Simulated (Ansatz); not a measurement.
Cl₂FHO₂W (SMILES [O]=[W]([OH])([F])([Cl])[Cl])

Input

```
crystal:
  periodic: [false, false, false]
  atoms:
    - symbol: Cl
      position_ang: [0.017609, -1.286154, -1.885370]
    - symbol: Cl
      position_ang: [0.293817, 2.076374, 0.900704]
    - symbol: F
      position_ang: [-1.190688, 1.202453, -1.333163]
    - symbol: O
      position_ang: [-1.705689, -0.494053, 0.765252]
    - symbol: O
      position_ang: [1.002562, -0.763020, 0.821466]
    - symbol: W
      position_ang: [-0.380826, 0.092013, -0.073347]
    - symbol: H
      position_ang: [1.963214, -0.827624, 0.804457]
basis:
  gaussian:
    orbitals: def2-SVPD
output:
  forces: true
  orbitals: {seedname: orbitals}
hamiltonian:
  xc: {name: PBE0}
```

Launched as:

```sh
ansatz run input.yaml --threads 2 --pin off --max-ram 5220MiB --events-out events.jsonl --progress --plain --runs-dir runs
```

Geometry: PBE0-D4/def2-SVP; core potentials replace the inner electrons of W.

The calculation used Ansatz 0.2.0, isolated molecule in a Gaussian basis; Kohn-Sham density functional theory, functional PBE0.

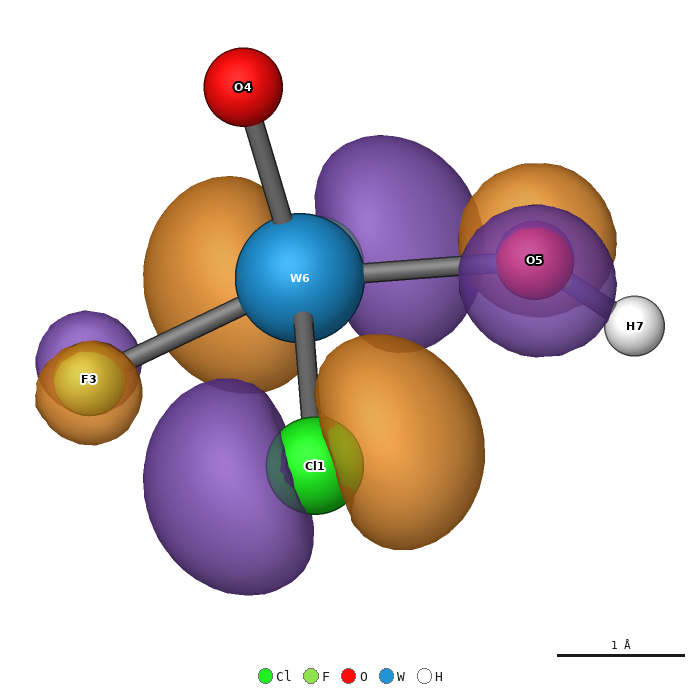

Figure 1. The HOMO at ±0.15 Å⁻³ᐟ² (orange and purple are the two phases), seen at an oblique angle.

> What is the character of this orbital?

It lies mainly on Cl1 (about 35 %), Cl2 (about 35 %) and O5 (about 15 %); largely a combination of lone pairs on Cl1, Cl2 and O5. Its energy is −9.42 eV.

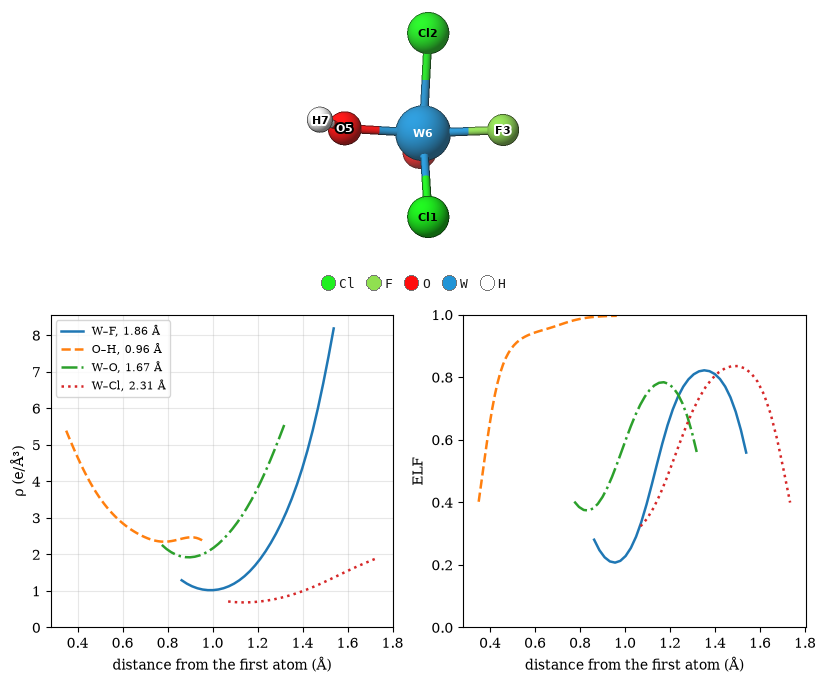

Figure 2. Electron density and ELF along straight lines between neighbouring atoms. The curves leave out the atomic cores. The structure is drawn too.

> Compare the contacts.

W–F (1.86 Å): ρ at the midpoint is about 1.1 e/Å³; the ELF peaks at about 0.80 in the valence shell of F, 0.5 Å from its nucleus, and drops to about 0.20 between the two atoms.
O–H (0.96 Å): ρ is about 3.7 e/Å³ halfway; the ELF climbs to about 1 towards the hydrogen, as it does in any bond to H; a covalent bond by its length.
W–O (1.67 Å): ρ is about 2 e/Å³ halfway; the ELF peaks at about 0.80 in the valence shell of O, 0.5 Å from its nucleus, and drops to about 0.35 between the two atoms.
W–Cl (2.31 Å): ρ is about 0.69 e/Å³ halfway; the ELF peaks at about 0.85 in the valence shell of Cl, 0.8 Å from its nucleus, and is about 0.45 at the midpoint.

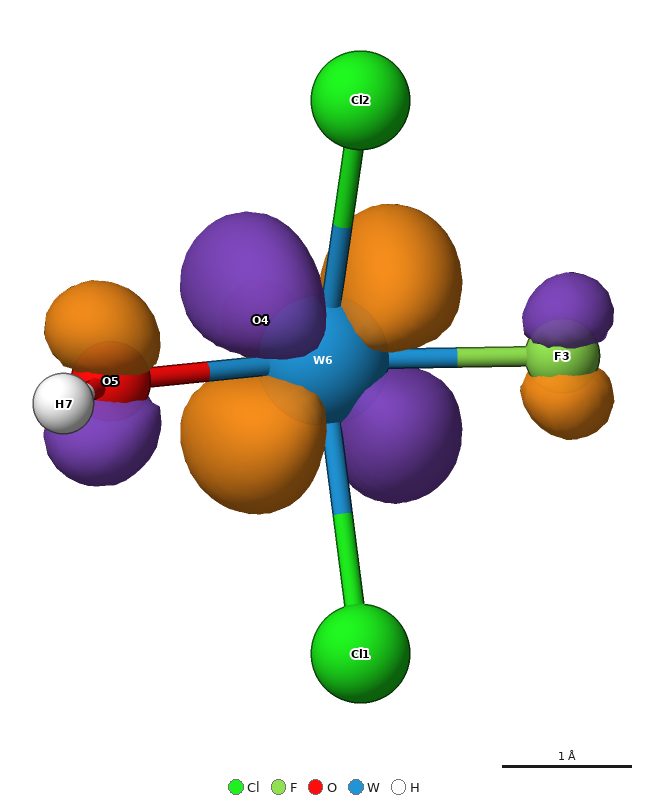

Figure 3. The LUMO at ±0.2 Å⁻³ᐟ² (orange and purple are the two phases), seen at a tilt.

> What is the character of this orbital?

Its weight (Hirshfeld) is mainly on W6 (about 65 %), O5 (about 15 %), F3 (about 10 %), Cl1 (about 5 %) and Cl2 (about 5 %). Its energy is −4.14 eV.
